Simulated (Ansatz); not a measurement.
ClGaH₂O···HBr

```xyz
7

Ga    0.0677   -0.2437   -0.0726
Cl   -0.1506   -0.5373    2.1191
H     1.4379    0.0584   -0.7070
O    -1.4265   -0.5451   -0.9735
H    -2.1913   -0.7420   -0.4205
Br   -0.2730    3.1449    1.1409
H    -0.2477    2.0284    2.1438
```

Not at a stationary point (largest force 1.5 eV/Å).

Computed with Ansatz, RKS PBE0-D4/def2-SVP.

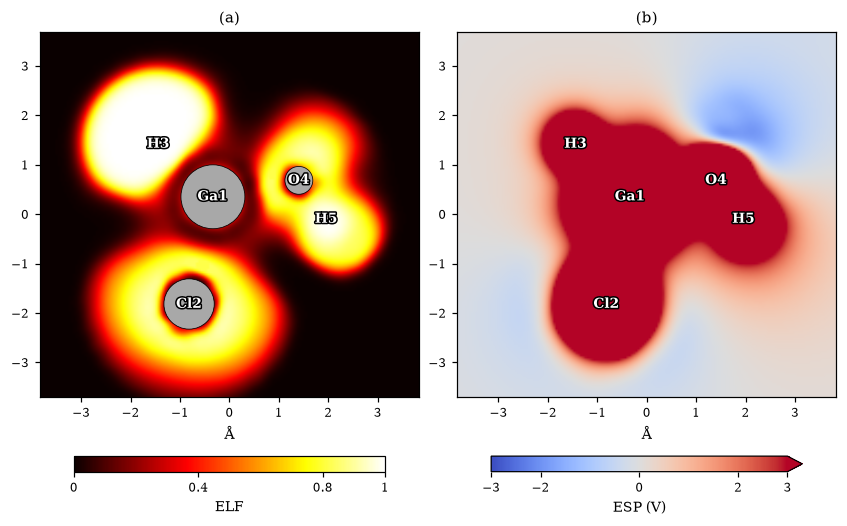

Figure 1. (a) electron localisation function; (b) molecular electrostatic potential on the plane of atoms Cl2, Ga1 and O4. Grey discs cover the atomic cores in the ELF map.

Read the bonding off the picture.

Answer.
- The plane passes through Ga, Cl, H and O nuclei.
- Ga–O (1.77 Å): the ELF peaks at about 0.85 in the valence shell of O, 0.6 Å from its nucleus, and is about 0.25 at the midpoint.
- Ga–Cl (2.22 Å): the ELF peaks at about 0.80 in the valence shell of Cl, 0.9 Å from its nucleus, and is about 0.55 at the midpoint.
- O–H (0.96 Å): the ELF climbs to about 1 towards the hydrogen, as it does in any bond to H: an ordinary covalent bond to hydrogen.
- Ga–H (1.54 Å): the ELF climbs to about 1 towards the hydrogen.
- The ELF also peaks beside Cl2 and O4, away from the bonds: lone-pair regions.
- Outside the dense part of the complex the potential is most negative (−1.9 V) near O4.

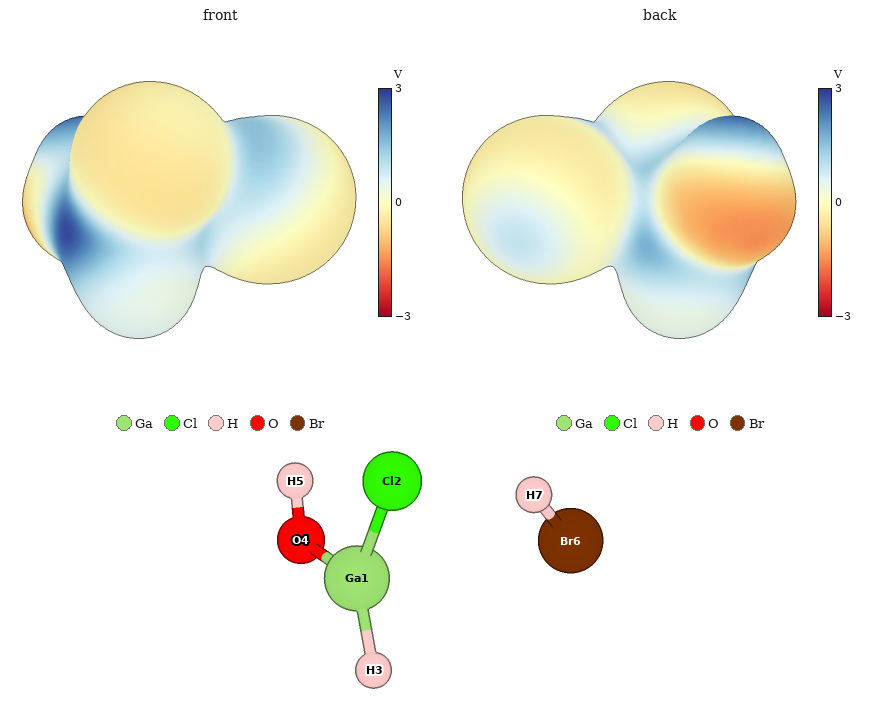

Figure 2. The molecular electrostatic potential painted on the density surface at 0.002 e/bohr³, seen from the front and from behind; the colour scale runs from red (negative) to blue (positive). The bare structure is drawn below in the same view.

Which sites attract a positive test charge, and which a negative one?

Answer. A positive charge is drawn to the negative regions and a negative charge to the positive ones. The most negative region (about −1.5 V) lies over O4, the most positive (about +2.6 V) over Ga1. Br6 shows a σ-hole: about +0.9 V at the tip opposite its bond, against about −0.1 V on its flanks. O4 is the likeliest acceptor of a hydrogen bond.

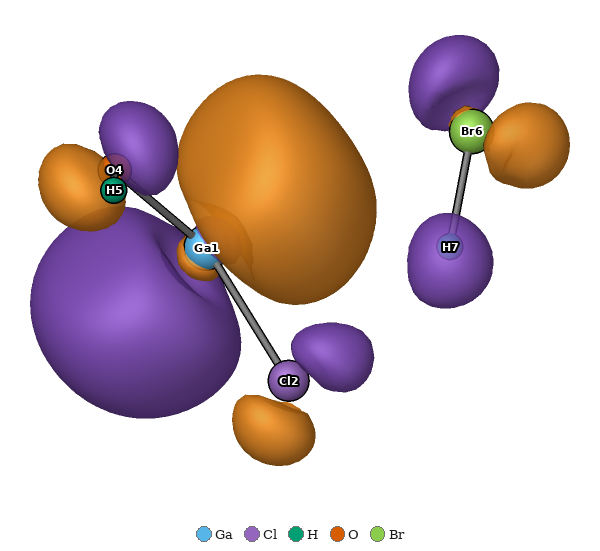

Figure 3. The LUMO at ±0.1 Å⁻³ᐟ² (orange and purple are the two phases), seen from one side.

Where does this orbital lie, and at what energy?

Answer. It lies mainly on Ga1 (about 65 %), Br6 (about 10 %), O4 (about 10 %) and Cl2 (about 5 %). Its energy is −1.00 eV.
